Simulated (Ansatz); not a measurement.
# C4H4F2: one molecule under many settings

Aim: run C4H4F2 under a spread of inputs, and see what each costs and gives.

The runs use Ansatz 0.2.0, Gaussian basis; the settings change from run to run.

**1. The molecule**

The geometry comes from an earlier relaxation with PBE0-D4 in a triple-zeta def2 set; it is a stationary point, not always the lowest conformer.

SMILES `FC1=CC(F)C1`, 10 atoms, charge 0, spin multiplicity 1.

Atoms are counted from 1 here; the program's logs count them from 0.

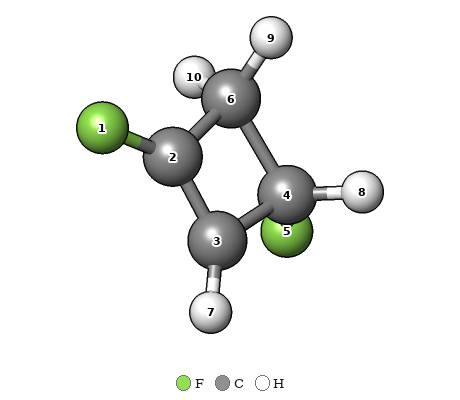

The structure; fluorine green, carbon grey, hydrogen white; atoms are numbered from 1 in the order of the file.

**2. SVWN5/cc-pVTZ-DK**

Options: multiplicity 3, density fitting with def2-universal-jkfit.

in.yaml reads:

```yaml
crystal:
  periodic: [false, false, false]
  atoms:
    - {symbol: F, position_ang: [-1.390305, 0.159551, -1.942733]}
    - {symbol: C, position_ang: [-0.541078, 0.103794, -0.938172]}
    - {symbol: C, position_ang: [0.786508, 0.104708, -0.868348]}
    - {symbol: C, position_ang: [0.715450, -0.134037, 0.613293]}
    - {symbol: F, position_ang: [1.267182, 0.852583, 1.402915]}
    - {symbol: C, position_ang: [-0.835222, -0.067896, 0.514418]}
    - {symbol: H, position_ang: [1.603046, 0.184272, -1.570013]}
    - {symbol: H, position_ang: [1.109099, -1.090667, 0.966176]}
    - {symbol: H, position_ang: [-1.381427, -0.968400, 0.804654]}
    - {symbol: H, position_ang: [-1.250052, 0.804891, 1.020909]}
basis:
  gaussian: {orbitals: cc-pVTZ-DK, fitting: {mean_field: def2-universal-jkfit}}
magnetization: {spin_polarized: true, initial_magnetization: 2}
hamiltonian: {xc: {name: SVWN5}}
```

The run is started by

```
$ ansatz run in.yaml --threads 4 --pin off --events-out ev --progress --plain --max-ram 10444MiB
```

The log of the run:

```text
Functional definition: SVWN5
  name "SVWN5"
  cite "Dirac, Proc. Camb. Phil. Soc. 26, 376 (1930) doi:10.1017/S0305004100016108"
  cite "Slater, Phys. Rev. 81, 385 (1951) doi:10.1103/PhysRev.81.385"
  cite "Vosko, Wilk & Nusair, Can. J. Phys. 58, 1200 (1980) doi:10.1139/p80-159"
  exchange = slater_x
  correlation = vwn5_c
526 factors; integrals over basis functions are off by at most 8.9e-1 eV
mean field evaluation 1: about -9564.5800 eV, gradient 5.3e1 eV
mean field evaluation 2: about -9531.5417 eV, gradient 9.4e1 eV
mean field evaluation 4: about -9576.7549 eV, gradient 1.3e1 eV
mean field evaluation 8: about -9577.3499 eV, gradient 1.5e-1 eV
mean field evaluation 16: about -9577.3485 eV, gradient 2.8e-4 eV
mean field -9577.34852057 eV, -351.9610663709 hartree, gradient 4.2e-5 eV, S^2 2.003681; 1 other end points of the search recorded, 0 dependent functions left out
reference -9577.34855218 eV, -351.9610675324 hartree; 24, 22 occupied and 212, 214 virtual orbitals, 526 factors
Total energy: -9577.34855218 eV, -351.9610675324 hartree
Relativity: scalar
```

Run time: 1.8 s. Hardware: 4 threads of Arm Neoverse V2, shared host; peak memory 0.33 GiB.

⟨S²⟩ 2.004.

**3. B97M-V/6-31G**

Set apart from the defaults: unrestricted orbitals, atoms shaken by 0.08 Å.

in.yaml reads:

```yaml
crystal:
  periodic: [false, false, false]
  atoms:
    - {symbol: F, position_ang: [-1.355932, 0.218009, -2.007278]}
    - {symbol: C, position_ang: [-0.469930, -0.064789, -0.874932]}
    - {symbol: C, position_ang: [0.762877, 0.195387, -0.780795]}
    - {symbol: C, position_ang: [0.697692, -0.150534, 0.575235]}
    - {symbol: F, position_ang: [1.272671, 0.982844, 1.385685]}
    - {symbol: C, position_ang: [-0.738210, -0.102247, 0.573388]}
    - {symbol: H, position_ang: [1.362359, 0.221885, -1.415593]}
    - {symbol: H, position_ang: [1.139052, -1.167024, 0.880001]}
    - {symbol: H, position_ang: [-1.303450, -0.890855, 0.814611]}
    - {symbol: H, position_ang: [-1.279224, 0.680969, 1.063114]}
basis:
  gaussian: {orbitals: 6-31G}
magnetization: {spin_polarized: true, initial_magnetization: 0}
hamiltonian: {xc: {name: B97M-V}}
```

Same command.

The log of the run, shortened:

```text
Functional definition: B97M-V
  name "B97M-V"
  cite "Mardirossian & Head-Gordon, J. Chem. Phys. 142, 074111 (2015) doi:10.1063/1.4907719"
  cite "Becke, J. Chem. Phys. 107, 8554 (1997) doi:10.1063/1.475007"
  cite "Vydrov & Van Voorhis, J. Chem. Phys. 133, 244103 (2010) doi:10.1063/1.3521275"
  # Of w^i u^j: cxij and so on, Table III.
[...]
  gx(w, u) = cx00 + cx01*u + cx02*u^2 + (cx10 + cx11*u)*w
  gss(w, u) = css00 + css02*u^2 + css10*w + (css32*w^3 + css42*w^4)*u^2
  gos(w, u) = cos00 + cos01*u + cos03*u^3 + cos10*w + cos32*w^3*u^2
[...]
      + integral(e_c_pw_mod_opposite_spin*gos(b97_w_opposite, b97_u_opposite)) + vv10(b, c)
786 factors; integrals over basis functions are off by at most 2.2e-4 eV
[...]
mean field -9637.89798539 eV, -354.1862181612 hartree, gradient 2.6e-5 eV, S^2 0.000000; 0 other end points of the search recorded, 0 dependent functions left out
reference -9637.89801456 eV, -354.1862192332 hartree; 23, 23 occupied and 39, 39 virtual orbitals, 786 factors
Total energy: -9637.89801456 eV, -354.1862192332 hartree
```

Wall time 3.3 s (4 threads of Arm Neoverse V2, shared host); peak memory 0.28 GiB.

⟨S²⟩ 0.000.

**4. wPBEh/cc-pVTZ**

Options: the search for lower states set to off.

in.yaml reads:

```yaml
crystal:
  periodic: [false, false, false]
  atoms:
    - {symbol: F, position_ang: [-1.390305, 0.159551, -1.942733]}
    - {symbol: C, position_ang: [-0.541078, 0.103794, -0.938172]}
    - {symbol: C, position_ang: [0.786508, 0.104708, -0.868348]}
    - {symbol: C, position_ang: [0.715450, -0.134037, 0.613293]}
    - {symbol: F, position_ang: [1.267182, 0.852583, 1.402915]}
    - {symbol: C, position_ang: [-0.835222, -0.067896, 0.514418]}
    - {symbol: H, position_ang: [1.603046, 0.184272, -1.570013]}
    - {symbol: H, position_ang: [1.109099, -1.090667, 0.966176]}
    - {symbol: H, position_ang: [-1.381427, -0.968400, 0.804654]}
    - {symbol: H, position_ang: [-1.250052, 0.804891, 1.020909]}
basis:
  gaussian: {orbitals: cc-pVTZ}
hamiltonian: {xc: {name: wPBEh}}
scf: {lower_state_search: off}
output: {forces: true}
```

Same command.

The log of the run, shortened:

```text
Functional definition: wPBEh
  name "wPBEh"
  cite "Heyd, Scuseria & Ernzerhof, J. Chem. Phys. 118, 8207 (2003) doi:10.1063/1.1564060"
  cite "Krukau, Vydrov, Izmaylov & Scuseria, J. Chem. Phys. 125, 224106 (2006) doi:10.1063/1.2404663"
  cite "Heyd & Scuseria, J. Chem. Phys. 120, 7274 (2004) doi:10.1063/1.1668634"
  cite "Ernzerhof & Perdew, J. Chem. Phys. 109, 3313 (1998) doi:10.1063/1.476928"
  cite "Perdew, Burke & Ernzerhof, Phys. Rev. Lett. 77, 3865 (1996) doi:10.1103/PhysRevLett.77.3865"
  parent pbe
[...]
1224 factors; their error is unknown
103 factors; integrals over basis functions are off by at most 2.6e-7 eV
[...]
mean field -9639.42373974 eV, -354.2422885994 hartree, gradient 6.1e-6 eV, S^2 0.000000; 0 other end points of the search recorded, 0 dependent functions left out
[...]
Atom 1 at    -0.541078     0.103794    -0.938172 Å, force     0.056576    -0.003572     0.024629 eV/Å
Atom 2 at     0.786508     0.104708    -0.868348 Å, force    -0.012703    -0.007419    -0.014855 eV/Å
Atom 3 at     0.715450    -0.134037     0.613293 Å, force     0.038351    -0.019310     0.024903 eV/Å
Atom 4 at     1.267182     0.852583     1.402915 Å, force     0.003713     0.008302     0.010448 eV/Å
Atom 5 at    -0.835222    -0.067896     0.514418 Å, force    -0.029188    -0.005487     0.012148 eV/Å
Atom 6 at     1.603046     0.184272    -1.570013 Å, force    -0.030007    -0.002460     0.023884 eV/Å
Atom 7 at     1.109099    -1.090667     0.966176 Å, force    -0.020380     0.028185    -0.018357 eV/Å
Atom 8 at    -1.381427    -0.968400     0.804654 Å, force     0.012397     0.030461    -0.008620 eV/Å
Atom 9 at    -1.250052     0.804891     1.020909 Å, force     0.018170    -0.032436    -0.012186 eV/Å
Dipole moment:    -0.059155    -0.259938    -0.012226 e Å
Checks for a lower state left out: stability, starts, cluster_reference, orbital_swaps, neighbouring_geometries, increment
```

It took 2.7 s on 4 threads of Arm Neoverse V2, shared host; peak memory 0.62 GiB.

Largest force 0.062 eV/Å, dipole 1.28 D.

**5. HF/ANO-RCC-VTZP**

in.yaml: that of step 4 with these lines changed.

```diff
@@ -14,5 +14,3 @@
 basis:
-  gaussian: {orbitals: cc-pVTZ}
-hamiltonian: {xc: {name: wPBEh}}
-scf: {lower_state_search: off}
-output: {forces: true}
+  gaussian: {orbitals: ANO-RCC-VTZP}
+hamiltonian: {xc: {name: HF}}
```

The command is unchanged.

The log of the run:

```text
Functional definition: HF
  name "HF"
  cite "Fock, Z. Phys. 61, 126 (1930) doi:10.1007/BF01340294"
  parent pbe
  exchange = exact_x
  correlation = 0
1970 factors; their error is unknown
mean field evaluation 1: about -9602.2309 eV, gradient 3.7e1 eV
mean field evaluation 2: about -9604.9934 eV, gradient 1.6e1 eV
mean field evaluation 4: about -9605.4880 eV, gradient 1.3e0 eV
mean field evaluation 8: about -9605.4926 eV, gradient 1.1e-1 eV
mean field -9605.63361664 eV, -353.0005244791 hartree, gradient 2.2e-5 eV, S^2 0.000000; 0 other end points of the search recorded, 0 dependent functions left out
reference -9605.63361664 eV, -353.0005244791 hartree; 23, 23 occupied and 213, 213 virtual orbitals, 1970 factors
Total energy: -9605.63361664 eV, -353.0005244791 hartree
Relativity: scalar
```

Run time: 2.2 s. Hardware: 4 threads of Arm Neoverse V2, shared host; peak memory 0.59 GiB.

**6. PBE-QIDH/STO-3G**

Options: high accuracy.

in.yaml: that of step 5 with these lines changed.

```diff
@@ -14,3 +14,4 @@
 basis:
-  gaussian: {orbitals: ANO-RCC-VTZP}
-hamiltonian: {xc: {name: HF}}
+  gaussian: {orbitals: STO-3G}
+hamiltonian: {xc: {name: PBE-QIDH}}
+accuracy: high
```

The command is unchanged.

The log of the run, shortened:

```text
Functional definition: PBE-QIDH
  name "PBE-QIDH"
  cite "Brémond, Sancho-García, Pérez-Jiménez & Adamo, J. Chem. Phys. 141, 031101 (2014) doi:10.1063/1.4890314"
  cite "Perdew, Burke & Ernzerhof, Phys. Rev. Lett. 77, 3865 (1996) doi:10.1103/PhysRevLett.77.3865"
[...]
753 factors; integrals over basis functions are off by at most 5.4e-9 eV
[...]
mean field -9495.13171594 eV, -348.9396545292 hartree, gradient 6.4e-8 eV, S^2 0.000000; 0 other end points of the search recorded, 0 dependent functions left out
6 core orbitals not correlated: weight in the atoms' cores, before any rotation towards them, 1.000 or more for the frozen orbitals, at most 0.000 for the correlated occupied ones
reference -9495.13171658 eV, -348.9396545528 hartree; 17, 17 occupied and 11, 11 virtual orbitals, 753 factors
second order -8.00227124 eV of doubles, -0.00000000 eV of singles
Total energy: -9497.79914032 eV, -349.0376805674 hartree
```

Wall time 1.1 s (4 threads of Arm Neoverse V2, shared host).

**7. B97M-V/def2-TZVP**

in.yaml: that of step 6 with these lines changed.

```diff
@@ -14,4 +14,4 @@
 basis:
-  gaussian: {orbitals: STO-3G}
-hamiltonian: {xc: {name: PBE-QIDH}}
-accuracy: high
+  gaussian: {orbitals: def2-TZVP}
+hamiltonian: {xc: {name: B97M-V}}
+output: {forces: true}
```

Launched as before.

The log of the run, shortened:

```text
Functional definition: B97M-V
  name "B97M-V"
  cite "Mardirossian & Head-Gordon, J. Chem. Phys. 142, 074111 (2015) doi:10.1063/1.4907719"
  cite "Becke, J. Chem. Phys. 107, 8554 (1997) doi:10.1063/1.475007"
  cite "Vydrov & Van Voorhis, J. Chem. Phys. 133, 244103 (2010) doi:10.1063/1.3521275"
  # Of w^i u^j: cxij and so on, Table III.
[...]
  gx(w, u) = cx00 + cx01*u + cx02*u^2 + (cx10 + cx11*u)*w
  gss(w, u) = css00 + css02*u^2 + css10*w + (css32*w^3 + css42*w^4)*u^2
  gos(w, u) = cos00 + cos01*u + cos03*u^3 + cos10*w + cos32*w^3*u^2
[...]
      + integral(e_c_pw_mod_opposite_spin*gos(b97_w_opposite, b97_u_opposite)) + vv10(b, c)
1208 factors; their error is unknown
[...]
mean field -9647.35154764 eV, -354.5336301659 hartree, gradient 6.3e-5 eV, S^2 0.000000; 0 other end points of the search recorded, 0 dependent functions left out
[...]
Atom 0 at    -1.390305     0.159551    -1.942733 Å, force    -0.048931    -0.008418    -0.045913 eV/Å
Atom 1 at    -0.541078     0.103794    -0.938172 Å, force     0.149549     0.000929     0.258350 eV/Å
Atom 2 at     0.786508     0.104708    -0.868348 Å, force     0.030184     0.002451     0.008959 eV/Å
Atom 3 at     0.715450    -0.134037     0.613293 Å, force    -0.076832    -0.213200    -0.180535 eV/Å
Atom 4 at     1.267182     0.852583     1.402915 Å, force     0.007243     0.057448     0.025710 eV/Å
Atom 5 at    -0.835222    -0.067896     0.514418 Å, force     0.008530     0.026833    -0.055122 eV/Å
Atom 6 at     1.603046     0.184272    -1.570013 Å, force    -0.132612    -0.015468     0.125227 eV/Å
Atom 7 at     1.109099    -1.090667     0.966176 Å, force    -0.056600     0.154778    -0.041749 eV/Å
Atom 8 at    -1.381427    -0.968400     0.804654 Å, force     0.064167     0.137794    -0.029926 eV/Å
Atom 9 at    -1.250052     0.804891     1.020909 Å, force     0.055303    -0.143149    -0.065000 eV/Å
Dipole moment:    -0.064701    -0.255708    -0.018985 e Å
```

Wall time 7 s (4 threads of Arm Neoverse V2, shared host); peak memory 0.31 GiB.

Largest force 0.299 eV/Å, dipole 1.27 D.

**8. B2PLYP/pcseg-2**

Set apart from the defaults: finite nuclei, high accuracy.

in.yaml: that of step 7 with these lines changed.

```diff
@@ -14,4 +14,4 @@
 basis:
-  gaussian: {orbitals: def2-TZVP}
-hamiltonian: {xc: {name: B97M-V}}
-output: {forces: true}
+  gaussian: {orbitals: pcseg-2, nuclear_model: gaussian}
+hamiltonian: {xc: {name: B2PLYP}}
+accuracy: high
```

Launched as before.

The log of the run, shortened:

```text
Functional definition: B2PLYP
  name "B2PLYP"
  cite "Grimme, J. Chem. Phys. 124, 034108 (2006) doi:10.1063/1.2148954"
  cite "Becke, Phys. Rev. A 38, 3098 (1988) doi:10.1103/PhysRevA.38.3098"
  cite "Lee, Yang & Parr, Phys. Rev. B 37, 785 (1988) doi:10.1103/PhysRevB.37.785"
[...]
4282 factors; integrals over basis functions are off by at most 3.6e-9 eV
[...]
mean field -9632.25027591 eV, -353.9786686659 hartree, gradient 4.8e-8 eV, S^2 0.000000; 0 other end points of the search recorded, 0 dependent functions left out
6 core orbitals not correlated: weight in the atoms' cores, before any rotation towards them, 1.000 or more for the frozen orbitals, at most 0.000 for the correlated occupied ones
reference -9632.25030276 eV, -353.9786696528 hartree; 17, 17 occupied and 213, 213 virtual orbitals, 4282 factors
second order -36.40813038 eV of doubles, -0.00000000 eV of singles
Total energy: -9642.08049797 eV, -354.3399226634 hartree
```

Wall time 16 s (4 threads of Arm Neoverse V2, shared host); peak memory 1.7 GiB.

**9. r2SCAN50/ANO-RCC-VTZP**

in.yaml: that of step 8 with these lines changed.

```diff
@@ -14,4 +14,4 @@
 basis:
-  gaussian: {orbitals: pcseg-2, nuclear_model: gaussian}
-hamiltonian: {xc: {name: B2PLYP}}
-accuracy: high
+  gaussian: {orbitals: ANO-RCC-VTZP}
+hamiltonian: {xc: {name: r2SCAN50}}
+output: {forces: true}
```

Launched as before.

The log of the run, shortened:

```text
Functional definition: r2SCAN50
  name "r2SCAN50"
  cite "Bursch, Neugebauer, Ehlert & Grimme, J. Chem. Phys. 156, 134105 (2022) doi:10.1063/5.0086040"
  cite "Furness, Kaplan, Ning, Perdew & Sun, J. Phys. Chem. Lett. 11, 8208 (2020) doi:10.1021/acs.jpclett.0c02405"
  cite "Furness, Kaplan, Ning, Perdew & Sun, J. Phys. Chem. Lett. 11, 9248 (2020) doi:10.1021/acs.jpclett.0c03077"
  parent r2scan
[...]
1756 factors; their error is unknown
[...]
mean field -9648.88085580 eV, -354.5898312042 hartree, gradient 1.6e-5 eV, S^2 0.000000; 0 other end points of the search recorded, 0 dependent functions left out
[...]
reference -9648.88086768 eV, -354.5898316411 hartree; 23, 23 occupied and 213, 213 virtual orbitals, 1756 factors
Total energy: -9648.88086768 eV, -354.5898316411 hartree
Relativity: scalar
Atom 0 at    -1.390305     0.159551    -1.942733 Å, force     0.525288    -0.033719     0.615916 eV/Å
Atom 1 at    -0.541078     0.103794    -0.938172 Å, force     0.286052    -0.014644    -0.196473 eV/Å
Atom 2 at     0.786508     0.104708    -0.868348 Å, force    -0.547509     0.014376     0.028610 eV/Å
Atom 3 at     0.715450    -0.134037     0.613293 Å, force     0.063855     0.134385     0.143111 eV/Å
Atom 4 at     1.267182     0.852583     1.402915 Å, force    -0.315164    -0.507324    -0.432564 eV/Å
Atom 5 at    -0.835222    -0.067896     0.514418 Å, force     0.065688     0.053547     0.003046 eV/Å
Atom 6 at     1.603046     0.184272    -1.570013 Å, force    -0.291386    -0.027256     0.234753 eV/Å
Atom 7 at     1.109099    -1.090667     0.966176 Å, force    -0.124412     0.367511    -0.107258 eV/Å
Atom 8 at    -1.381427    -0.968400     0.804654 Å, force     0.193663     0.284826    -0.109665 eV/Å
Atom 9 at    -1.250052     0.804891     1.020909 Å, force     0.143925    -0.271701    -0.179476 eV/Å
Dipole moment:    -0.055047    -0.289739    -0.007425 e Å
```

Wall time 11 s (4 threads of Arm Neoverse V2, shared host); peak memory 0.96 GiB.

Largest force 0.810 eV/Å, dipole 1.42 D.

**10. B97M-V/aug-pcseg-2**

in.yaml: that of step 9 with these lines changed.

```diff
@@ -14,4 +14,4 @@
 basis:
-  gaussian: {orbitals: ANO-RCC-VTZP}
-hamiltonian: {xc: {name: r2SCAN50}}
+  gaussian: {orbitals: aug-pcseg-2}
+hamiltonian: {xc: {name: B97M-V}}
 output: {forces: true}
```

Launched as before.

The log of the run, shortened:

```text
Functional definition: B97M-V
  name "B97M-V"
  cite "Mardirossian & Head-Gordon, J. Chem. Phys. 142, 074111 (2015) doi:10.1063/1.4907719"
  cite "Becke, J. Chem. Phys. 107, 8554 (1997) doi:10.1063/1.475007"
  cite "Vydrov & Van Voorhis, J. Chem. Phys. 133, 244103 (2010) doi:10.1063/1.3521275"
  # Of w^i u^j: cxij and so on, Table III.
[...]
  gx(w, u) = cx00 + cx01*u + cx02*u^2 + (cx10 + cx11*u)*w
  gss(w, u) = css00 + css02*u^2 + css10*w + (css32*w^3 + css42*w^4)*u^2
  gos(w, u) = cos00 + cos01*u + cos03*u^3 + cos10*w + cos32*w^3*u^2
[...]
      + integral(e_c_pw_mod_opposite_spin*gos(b97_w_opposite, b97_u_opposite)) + vv10(b, c)
1446 factors; their error is unknown
[...]
mean field -9647.02005791 eV, -354.5214481432 hartree, gradient 5.9e-5 eV, S^2 0.000000; 0 other end points of the search recorded, 0 dependent functions left out
[...]
Atom 0 at    -1.390305     0.159551    -1.942733 Å, force    -0.052516    -0.009022    -0.051435 eV/Å
Atom 1 at    -0.541078     0.103794    -0.938172 Å, force     0.195096    -0.002863     0.282230 eV/Å
Atom 2 at     0.786508     0.104708    -0.868348 Å, force     0.054968     0.015202    -0.037740 eV/Å
Atom 3 at     0.715450    -0.134037     0.613293 Å, force    -0.070951    -0.294273    -0.199328 eV/Å
Atom 4 at     1.267182     0.852583     1.402915 Å, force     0.011547     0.069553     0.035910 eV/Å
Atom 5 at    -0.835222    -0.067896     0.514418 Å, force    -0.053286     0.032644    -0.007937 eV/Å
Atom 6 at     1.603046     0.184272    -1.570013 Å, force    -0.180759    -0.021823     0.169534 eV/Å
Atom 7 at     1.109099    -1.090667     0.966176 Å, force    -0.079087     0.215036    -0.056736 eV/Å
Atom 8 at    -1.381427    -0.968400     0.804654 Å, force     0.097670     0.184731    -0.044304 eV/Å
Atom 9 at    -1.250052     0.804891     1.020909 Å, force     0.077316    -0.189185    -0.090193 eV/Å
Dipole moment:    -0.064411    -0.262492    -0.018954 e Å
```

Run time: 16 s. Hardware: 4 threads of Arm Neoverse V2, shared host; peak memory 0.6 GiB.

Largest force 0.362 eV/Å, dipole 1.30 D.

**11. All runs side by side**

| level | charge | multiplicity | geometry | functions | energy (eV) | time |
| --- | --- | --- | --- | --- | --- | --- |
| SVWN5/cc-pVTZ-DK | 0 | 3 | relaxed | 236 | -9577.349 | 1.8 s |
| B97M-V/6-31G | 0 | 1 | shaken | 62 | -9637.898 | 3.3 s |
| wPBEh/cc-pVTZ | 0 | 1 | relaxed | 236 | -9639.424 | 2.7 s |
| HF/ANO-RCC-VTZP | 0 | 1 | relaxed | 236 | -9605.634 | 2.2 s |
| PBE-QIDH/STO-3G | 0 | 1 | relaxed | 34 | -9497.799 | 1.1 s |
| B97M-V/def2-TZVP | 0 | 1 | relaxed | 210 | -9647.352 | 7 s |
| B2PLYP/pcseg-2 | 0 | 1 | relaxed | 236 | -9642.080 | 16 s |
| r2SCAN50/ANO-RCC-VTZP | 0 | 1 | relaxed | 236 | -9648.881 | 11 s |
| B97M-V/aug-pcseg-2 | 0 | 1 | relaxed | 368 | -9647.020 | 16 s |

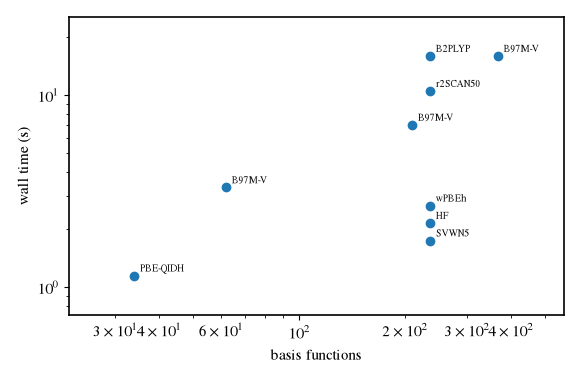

Wall time against the number of basis functions (shared host).

**12. What came out**

```
                                         quantity                   value
                                             runs                       9
                                         quickest  PBE-QIDH/STO-3G, 1.1 s
                                          slowest    B2PLYP/pcseg-2, 16 s
spread of total energies, same state and geometry                151.1 eV
                  dipole, same state and geometry          1.27 to 1.42 D
```

**Reading.** Run time spans a factor of 14, from PBE-QIDH/STO-3G to B2PLYP/pcseg-2. The jobs differ in tasks and options as well as level. The totals spread over 151 eV; they can't be compared across methods or bases. At the PBE0-D4/def2-TZVP geometry and in the same state, runs without warnings or point charges leave forces up to 0.81 eV/Å (r2SCAN50/ANO-RCC-VTZP). At that geometry and state the dipole changes by 12 % between the lowest and highest value.
